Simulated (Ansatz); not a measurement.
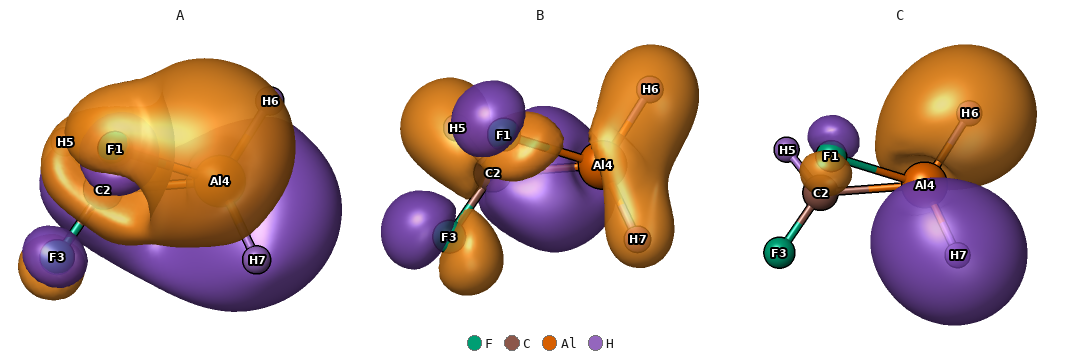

Figure. CH$_{3}$AlF$_{2}$. Three frontier orbitals at ±0.08 Å⁻³ᐟ² (orange and purple are the two phases), in no order.

All numbers below come from Ansatz, RKS PBE-D4/def2-SVP.

```yaml
atoms:
  - { symbol: F, position_ang: [0.4267, 0.0003, 0.9068] }
  - { symbol: C, position_ang: [-0.2181, -1.1574, -0.0067] }
  - { symbol: F, position_ang: [0.8110, -1.7863, -0.5760] }
  - { symbol: Al, position_ang: [-0.7516, 0.6991, -0.4914] }
  - { symbol: H, position_ang: [-0.6602, -1.8120, 0.7763] }
  - { symbol: H, position_ang: [-2.0950, 1.2592, 0.1583] }
  - { symbol: H, position_ang: [0.1135, 1.4106, -1.6231] }
```

Which picture is the HOMO−1, the HOMO and the LUMO?

Answer. C is the HOMO−1 (−7.17 eV). Its weight (Hirshfeld) is mainly on Al4 (about 35 %), H7 (about 30 %) and H6 (about 30 %). B is the HOMO (−6.68 eV). It lies mainly on C2 (about 40 %), F3 (about 20 %), Al4 (about 20 %), F1 (about 10 %) and H5 (about 5 %). A is the LUMO (−1.60 eV). Its weight (Hirshfeld) is mainly on Al4 (about 45 %), C2 (about 25 %) and F1 (about 15 %).

What is the HOMO–LUMO gap?

Answer. 5.08 eV between the orbital energies.
